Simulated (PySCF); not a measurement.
MgTe

```xyz
2

Mg    0.0000    0.0000   -2.0935
Te    0.0000    0.0000    0.3865
```

Core potentials replace the inner electrons of Te.

Theory: PySCF, PBE0/def2-SVPD, non-relativistic Hamiltonian with scalar-relativistic core potentials where named, at a bond length of 2.480 Å.

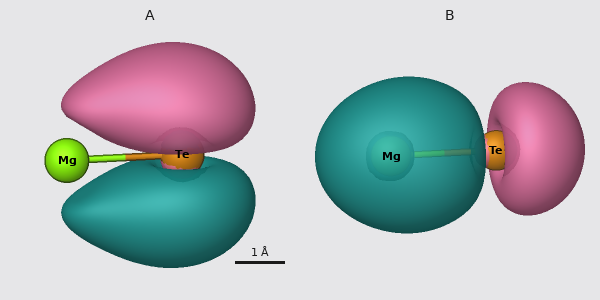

Figure 1. Two frontier orbitals, each drawn at the value that holds 80 % of its norm (teal and pink are the two phases), in no order; of a degenerate pair one member is drawn.

Label each orbital by symmetry, say whether it is occupied, and order them by energy.

Answer. Orbital B: σ, occupied, −7.40 eV; shared between the atoms (Mg 45 %, Te 55 %).
Orbital A: π, occupied, −5.49 eV; mainly on Te (85 %).

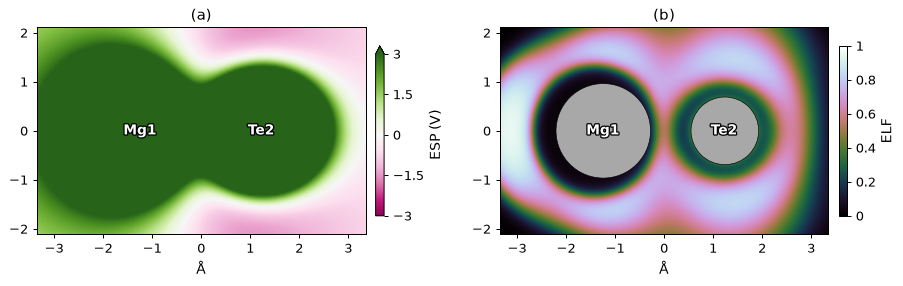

Figure 2. (a) electrostatic potential; (b) electron localisation function on a plane that holds the molecular axis. Grey discs cover the atomic cores in the ELF map.

Describe what can be read from this map.

Answer. Atoms in the plane: Mg and Te. Mg–Te (2.48 Å): the ELF reaches about 0.55 near the midpoint. Outside the dense part of the molecule the potential is most negative (−1.5 V) near Te2.

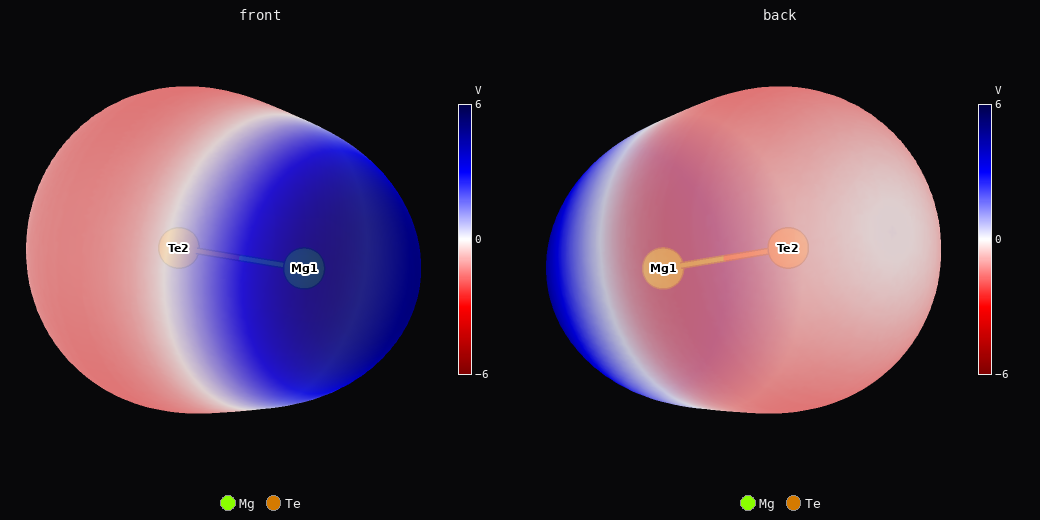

Figure 3. The molecular electrostatic potential painted on the density surface at 0.002 e/bohr³, seen from the front and from behind; red is negative and blue positive.

Describe the electrostatic potential map.

Answer. The most negative region (about −1.4 V) lies over Te2, the most positive (about +5.1 V) over Mg1.
